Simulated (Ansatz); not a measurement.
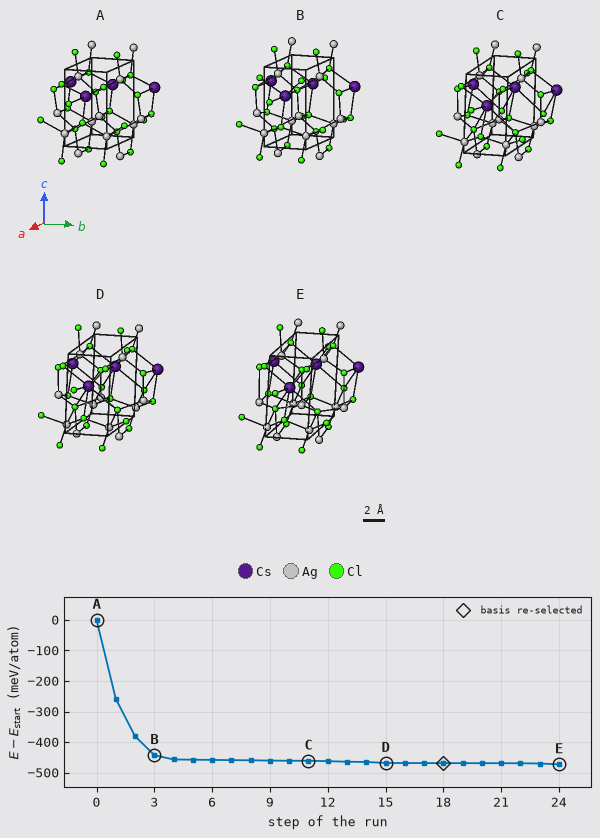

Frames of a relaxation of crystalline CsAg$_{3}$Cl$_{4}$ (built on the AlGa3N4-6 type type), marked on the history of the run. Style: ball-and-stick. Shown: the cell of the calculation, slightly off an axis.

Computed with Ansatz, DFT, PBEsol, plane waves, PAW.

The input:
```yaml
crystal:
  lattice:
    - [6.99521949, 0.0, 0.0]
    - [0.0, 4.30551289, 0.0]
    - [-0.00505381, 0.0, 7.45480322]
  atoms:
    - { symbol: Cs, position: [0.00050108, 0.5, 0.6673044] }
    - { symbol: Ag, position: [0.49913931, 0.5, 0.33514653] }
    - { symbol: Ag, position: [0.49913488, 0.0, 0.83132616] }
    - { symbol: Ag, position: [0.99990822, 0.0, 0.16624089] }
    - { symbol: Cl, position: [0.11923844, 0.5, 0.34129715] }
    - { symbol: Cl, position: [0.11682905, 0.0, 0.82526452] }
    - { symbol: Cl, position: [0.62024701, 0.0, 0.16615093] }
    - { symbol: Cl, position: [0.63260202, 0.5, 0.66727042] }
kpoints:
  mp_grid: { grid: [4, 6, 4] }
hamiltonian:
  xc: pbesol
scf:
  occupations: { method: fermi_dirac, width: 0.03 }
relax:
  f_tol: 0.01
  cell: {}
  max_steps: 120
output:
  write_density: true
  write_potential: true
  elf: true
  volumetric_format: npy
```

Command:
```bash
ansatz run input.yaml --threads 4 --pin off --max-ram 4608MiB --backend cpu --events-out ev --progress --plain --runs-dir out
```

Question: Describe the path.

Answer: The run was cut off at its time limit before the relaxation converged, so the last structure is only a point on the way. The atom that moves furthest relative to the cell is Cl6 (0.81 Å roughly along [2 0 3]). By element the largest moves are Cl 0.81 Å, Ag 0.59 Å, Cs 0.34 Å. The drawn cell changes as follows: a 6.995 → 6.966 Å (−0.4 %), b 4.306 → 4.345 Å (+0.9 %), c 7.455 → 7.766 Å (+4.2 %), β 90.0° → 108.5°; the volume changes by −0.7 %. Some distances before and after: Ag3–Ag4 4.300 → 2.898 Å, Cs1–Cl7 5.065 → 3.720 Å, Ag2–Cl8 2.645 → 3.415 Å, Cs1–Cl8 2.574 → 3.338 Å. New bonds form, among them: Cs1–Cl7 (5.06 → 3.72 Å). Bond angles that change, for instance: Cl6–Ag4–Cl7 107.9° → 172.9°, Ag3–Cl6–Ag4 106.9° → 158.7°, Ag3–Cl7–Ag4 108.7° → 64.5°. The space group stays Pm (No. 6). Over 23 accepted moves (24 points after the start) the energy falls by 473 meV per atom. The largest force component goes from 4.3 to 0.4 eV/Å. The pressure goes from 7.01 to 0.35 GPa. The SCF was repeated once at an unchanged geometry on a basis and grid sized afresh for the cell, which shifted the energy by 0.3 meV per atom at most. From step 0 to 3: Cl6 moves most (0.59 Å), volume +6.0 %, energy −443 meV per atom. From step 3 to 11: Cl7 moves most (0.39 Å), volume −2.1 %, energy −18.4 meV per atom. From step 11 to 15: Ag4 moves most (0.34 Å), volume −3.3 %, energy −7.3 meV per atom. From step 15 to 24: Ag2 moves most (0.61 Å), volume −1.1 %, energy −4.5 meV per atom.

```
step  E − E(0), meV/atom  largest force component, eV/Å  pressure, GPa  volume, Å³/atom                      note
   0                0.00                         4.3212           7.01           28.065                          
   1             -258.58                         2.4607           3.36           28.987                          
   2             -380.97                         1.2637           1.62           29.489                          
   3             -442.84                         0.4758           0.64           29.751                          
   4             -456.97                         0.1122          -0.23           29.985                          
   5             -457.76                         0.0704          -0.05           29.841                          
   6             -458.45                         0.0380           0.05           29.728                          
   7             -459.17                         0.0767           0.04           29.623                          
   8             -459.68                         0.0569           0.04           29.528                          
   9             -460.69                         0.1137          -0.07           29.085                          
  10             -461.22                         0.0254          -0.05           29.126                          
  11             -461.24                         0.0237          -0.05           29.127                          
  12             -462.57                         0.1652           0.01           28.532                          
  13             -464.43                         0.1404          -0.12           28.058                          
  14             -465.12                         0.1512          -0.10           28.445                          
  15             -468.54                         0.0391           0.04           28.175                          
  16             -468.70                         0.0230          -0.02           28.217                          
  17             -468.75                         0.0078          -0.01           28.210                          
  18             -469.04                         0.0081           0.02           28.210  same geometry, new basis
  19             -469.10                         0.0105           0.01           28.211                          
  20             -469.15                         0.0172          -0.01           28.200                          
  21             -469.21                         0.0210          -0.03           28.180                          
  22             -469.40                         0.0811          -0.06           28.102                          
  23             -470.24                         0.1964          -0.08           27.985                          
  24             -472.99                         0.3981           0.35           27.869
```
